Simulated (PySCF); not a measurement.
## Frequency calculation, with input and output: LaF$_{3}$

LaF$_{3}$, computed with RKS-based PBE0, La def2-TZVP with ECP46, F def2-TZVP; non-relativistic Hamiltonian with a scalar-relativistic core potential; density fitting (PySCF 2.14.0).

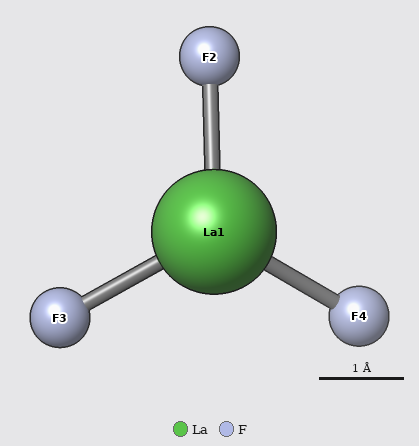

Figure 1. The input geometry (ball-and-stick view, seen on its broad side; atoms are numbered from 1 in the order of the input). Sticks mark near contacts. Bond lengths as drawn: F–La 2.14 Å.

### Input file
```python
from pyscf import gto, scf, dft
mol = gto.M(atom='''
La    -0.000000     0.128717     0.000000
F     -0.000000    -0.358789     2.087713
F      1.808013    -0.358789    -1.043857
F     -1.808013    -0.358789    -1.043857''',
    basis={'La': 'def2-TZVP', 'F': 'def2-TZVP'},
    ecp={'La': 'def2-TZVP'},
    charge=0, spin=0)
mf = dft.RKS(mol, xc='PBE0')
mf.grids.atom_grid = (75, 302)
mf.grids.prune = None
aux = {'La': 'def2-universal-JKFIT', 'F': 'def2-universal-JKFIT'}
mf = mf.density_fit(auxbasis=aux)
mf.conv_tol = 1e-09
mf.diis_space = 10
mf.max_cycle = 60
mf.verbose = 4
mf.kernel()
```

The script is an equivalent of the set-up of the self-consistent field. The run itself was carried out by a driver, which started from the orbitals of the step before it where there was one and computed the further properties.

Launched with:
```bash
OMP_NUM_THREADS=4 python axn.py task.json out
```

### Log
```
init E= -331.205862234364
  HOMO = -0.36383492730036  LUMO = -0.0792105623099388  gap/eV = 7.74502
cycle= 1 E= -331.205862234365  delta_E= -1.99e-12  |g|= 7.86e-07  |ddm|= 6.52e-07
  HOMO = -0.363835092421664  LUMO = -0.0792105248085591  gap/eV = 7.74503
Extra cycle  E= -331.205862234363  delta_E= 2.67e-12  |g|= 1.44e-06  |ddm|= 1.03e-06
converged SCF energy = -331.205862234363
```

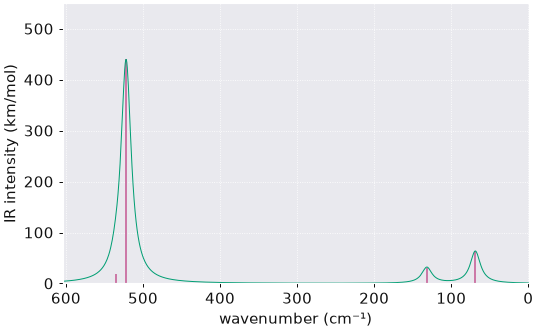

Figure 2. Harmonic infrared spectrum, unscaled: sticks (degenerate modes added up, dark ones marked on the axis) with a Lorentzian envelope of 16 cm⁻¹ full width, scaled to the tallest stick. 6 modes from 69 to 535 cm⁻¹, none imaginary. The strongest line is at 522 cm⁻¹ (440 km/mol). All modes, in cm⁻¹ (km/mol): 69 (64), 132 (15.7), 132 (15.7), 522 (220), 522 (220), 535 (18.3).

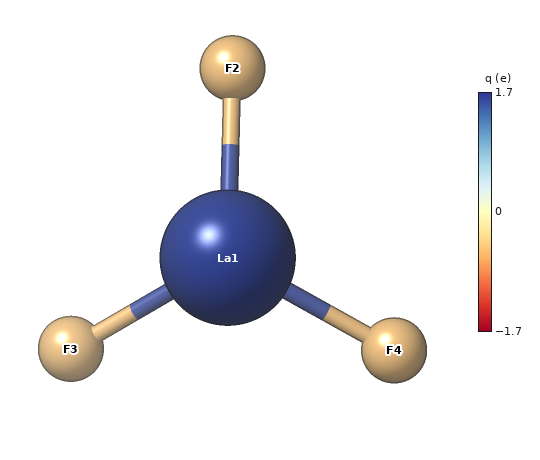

Figure 3. Mulliken charges, as the colour of each atom (ball-and-stick view, seen on its broad side; atoms are numbered from 1 in the order of the input). By element: La +1.58 and F −0.53 e.

### Summary

- outcome: converged
- total energy: −331.205862 hartree
- HOMO: −9.90 eV
- LUMO: −2.16 eV
- zero-point energy: 0.004354 hartree
- dipole moment: 4.14 D
- wavenumbers, lowest and highest: 69 and 535 cm⁻¹
- hardware: 4 threads of Arm Neoverse V2, 24 GiB of memory available, shared host
- wall time: 31 s (CPU time 1.7 min)
- peak memory: 1.9 GiB
